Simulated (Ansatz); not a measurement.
C, as given below.

```cif
data_structure
_symmetry_space_group_name_H-M 'Fd-3m:1'
_symmetry_Int_Tables_number 227
_cell_length_a 3.5500
_cell_length_b 3.5500
_cell_length_c 3.5500
_cell_angle_alpha 90.000
_cell_angle_beta 90.000
_cell_angle_gamma 90.000
_cell_volume 44.74
loop_
_atom_site_label
_atom_site_type_symbol
_atom_site_symmetry_multiplicity
_atom_site_Wyckoff_symbol
_atom_site_fract_x
_atom_site_fract_y
_atom_site_fract_z
_atom_site_occupancy
C1 C 8 a 0.25000 0.75000 0.75000 1
```

Structure used: the input geometry of an electronic-structure calculation (not necessarily at equilibrium); the starting structure was generated, so it need not be a known form of this composition.

### Predict the first 2 clear peaks of the neutron G(r) with σ = 0.07 Å, and name the atom pairs.

1. 1.54 Å: C–C at 1.54 Å
2. 2.51 Å: C–C at 2.51 Å

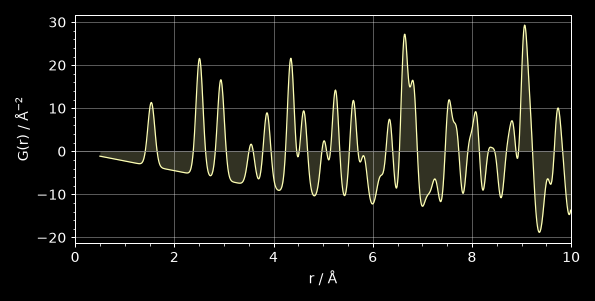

The curve is a calculated neutron PDF: distances of the static structure, each pair weighted by the product of the tabulated coherent neutron scattering lengths (natural isotope mix where the element has one), broadened by Gaussians with σ = 0.07 Å, damped by exp(−(Q_damp r)²/2) with Q_damp = 0.020 Å⁻¹.
